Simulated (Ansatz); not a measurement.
# UB3LYP/6-31G(d) (Cartesian functions) run of CH3Cl2Si (SMILES [CH2][SiH](Cl)Cl)

Aim: the vertical doublet–quartet gap of CH3Cl2Si at UB3LYP/6-31G* (Cartesian functions), from 2 runs. 

Program for the calculation: Ansatz 0.2.0.

58 further runs of the same task are left out: 2 that didn't finish, 56 set aside as unsound or not needed. Runs told in other sessions of the task aren't counted.

### Step 1. Starting point

CH3Cl2Si: 7 atoms, total charge 0, spin state doublet. As SMILES, `[CH2][SiH](Cl)Cl`. The coordinates come from a PBE0-D4/def2-TZVP relaxation. This is one conformer, not always the lowest.

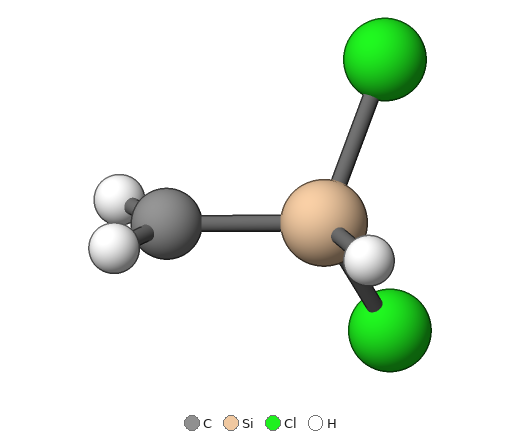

The structure, seen from a chosen angle (carbon grey, silicon light orange, chlorine green, hydrogen white).

### Step 2. The energy at UB3LYP/6-31G(d) (Cartesian functions)

Input file run.yaml:

```yaml
crystal:
  periodic: [false, false, false]
  atoms:
    - symbol: C
      position_ang: [-0.692700, 0.892600, 0.197500]
    - symbol: Si
      position_ang: [0.466300, -0.499500, -0.003900]
    - symbol: Cl
      position_ang: [1.593800, -0.235400, -1.694300]
    - symbol: Cl
      position_ang: [-0.574000, -2.252500, -0.209200]
    - symbol: H
      position_ang: [-1.447700, 1.127200, -0.545500]
    - symbol: H
      position_ang: [-0.668800, 1.540600, 1.067500]
    - symbol: H
      position_ang: [1.384500, -0.641000, 1.142000]
basis:
  gaussian:
    orbitals: "6-31G*"
magnetization:
  spin_polarized: true
  initial_magnetization: 1
hamiltonian:
  xc: {name: B3LYP}
accuracy: high
output:
  orbitals: {seedname: orbitals}
```

The run is started by

```sh
$ ansatz run run.yaml --threads 1 --pin off --max-ram 3480MiB --events-out events.jsonl --progress --plain --runs-dir runs
```

What it wrote:

```text
Warning: RAYON_NUM_THREADS=1 ignored (pool sized by the plan → 1); use --threads N
Functional definition: B3LYP
  name "B3LYP"
  parameter a0 = 0.2
  parameter ax = 0.72
  parameter ac = 0.81
  exchange = (1 - a0 - ax)*slater_x + ax*b88_x + a0*exact_x
  correlation = (1 - ac)*vwn_rpa_c + ac*lyp_c
1643 factors; integrals over basis functions are off by at most 6.3e-9 eV
mean field evaluation 1: about -34007.0952 eV, gradient 2.3e1 eV
mean field evaluation 2: about -34006.4647 eV, gradient 2.5e1 eV
mean field evaluation 4: about -34009.8203 eV, gradient 9.6e-1 eV
mean field evaluation 8: about -34009.9227 eV, gradient 2.1e-2 eV
mean field evaluation 16: about -34009.9227 eV, gradient 2.2e-5 eV
mean field -34009.92272176 eV, -1249.8416072711 hartree, gradient 2.0e-8 eV, S^2 0.753276; 0 other end points of the search recorded, 0 dependent functions left out
reference -34009.92275939 eV, -1249.8416086540 hartree; 29, 28 occupied and 49, 50 virtual orbitals, 1643 factors
Total energy: -34009.92275939 eV, -1249.8416086540 hartree
```

It took 14 s on 1 thread of Arm Neoverse V2, shared host; peak memory 0.38 GiB.

### Step 3. The quartet, same level

Input file in.yaml:

```yaml
basis:
  gaussian:
    orbitals: "6-31G*"
crystal:
  periodic: [false, false, false]
  atoms:
    - {symbol: C, position_ang: [-0.692700, 0.892600, 0.197500]}
    - {symbol: Si, position_ang: [0.466300, -0.499500, -0.003900]}
    - {symbol: Cl, position_ang: [1.593800, -0.235400, -1.694300]}
    - {symbol: Cl, position_ang: [-0.574000, -2.252500, -0.209200]}
    - {symbol: H, position_ang: [-1.447700, 1.127200, -0.545500]}
    - {symbol: H, position_ang: [-0.668800, 1.540600, 1.067500]}
    - {symbol: H, position_ang: [1.384500, -0.641000, 1.142000]}
total_charge: 0
magnetization:
  spin_polarized: true
  initial_magnetization: 3
hamiltonian:
  xc: {name: B3LYP}
accuracy: high
output: {orbitals: {seedname: orbitals}}
```

The run is started by

```sh
$ ansatz run in.yaml --threads 1 --pin off --max-ram 3480MiB --events-out events.jsonl --progress --plain --runs-dir runs
```

What it wrote (excerpt; [...] marks lines left out):

```text
Warning: RAYON_NUM_THREADS=1 ignored (pool sized by the plan → 1); use --threads N
[... 2 set-up lines as earlier in the session ...]
[...]
1643 factors; integrals over basis functions are off by at most 6.3e-9 eV
[...]
mean field -34002.36464159 eV, -1249.5638529478 hartree, gradient 2.6e-8 eV, S^2 3.755865; 8 other end points of the search recorded, 0 dependent functions left out
reference -34002.36467969 eV, -1249.5638543480 hartree; 30, 27 occupied and 48, 51 virtual orbitals, 1643 factors
Total energy: -34002.36467969 eV, -1249.5638543480 hartree
```

It took 65 s on 1 thread of Arm Neoverse V2, shared host; peak memory 0.42 GiB.

### Step 4. Summary of results

At UB3LYP/6-31G* (Cartesian functions):

```
                                        quantity           value
                           doublet: total energy  -1249.84161 Eh
     doublet: HOMO energy (highest over α and β)        -7.23 eV
      doublet: LUMO energy (lowest over α and β)        -3.24 eV
                                   doublet: ⟨S²⟩           0.753
                           quartet: total energy  -1249.56385 Eh
     quartet: HOMO energy (highest over α and β)        -1.26 eV
                                   quartet: ⟨S²⟩           3.756
vertical energy of the quartet above the doublet        7.558 eV
```

**Reading.** At this shape the quartet lies 7.56 eV (729 kJ/mol) above the doublet.
